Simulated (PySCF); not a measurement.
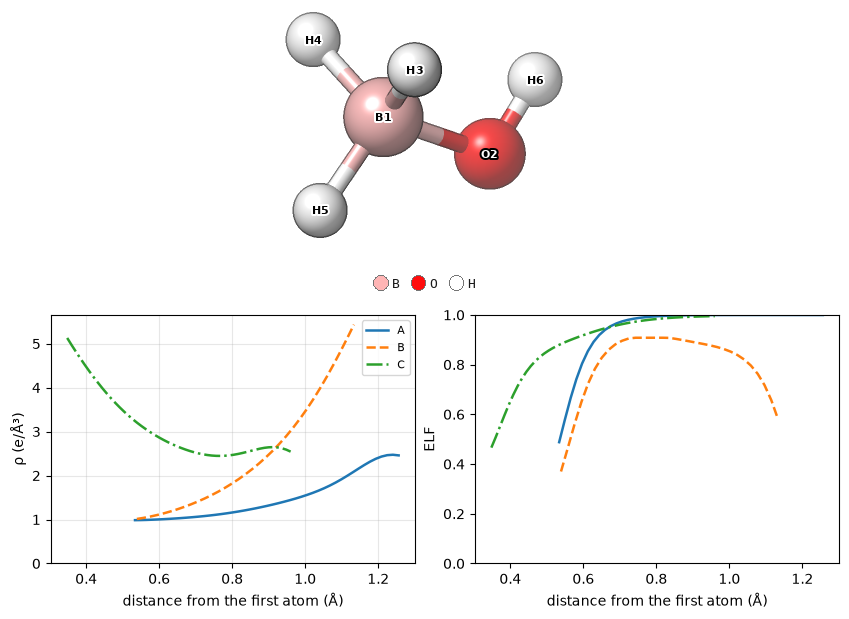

*BH$_{4}$O (SMILES [BH3-]O) (charge −1). Total electron density and electron localisation function along straight lines between neighbouring atoms. The curves leave out the atomic cores. The structure is drawn too.*

Geometry: PBE0-D3(BJ)/def2-SVP.

Theory: PySCF 2.14.0, CAM-B3LYP/def2-SVPD, SCF density, gas phase.

```
atom    x (Å)    y (Å)    z (Å)
   B  -0.1740   0.0748   0.1026
   O   1.2363   0.1431   0.5670
   H  -0.5621   1.1370  -0.4864
   H  -0.3925  -0.8886  -0.7037
   H  -0.9215  -0.0961   1.0973
   H   1.7635   0.2705  -0.2251
```

Q: Which curve belongs to which contact (B–H, B–O and O–H)? The first atom named is at distance zero.

A: Curve A: B–H (1.26 Å): ρ at the midpoint is about 1 e/Å³; the ELF climbs to about 1 towards the hydrogen, as it does in any bond to H: an ordinary covalent bond to hydrogen. Curve B: B–O (1.49 Å): ρ at the midpoint is about 1.6 e/Å³; the ELF peaks at about 0.90 between the atoms (a shared but strongly polarised pair). Curve C: O–H (0.96 Å): ρ is about 3.7 e/Å³ halfway; the ELF climbs to about 1 towards the hydrogen; an ordinary covalent bond to hydrogen.
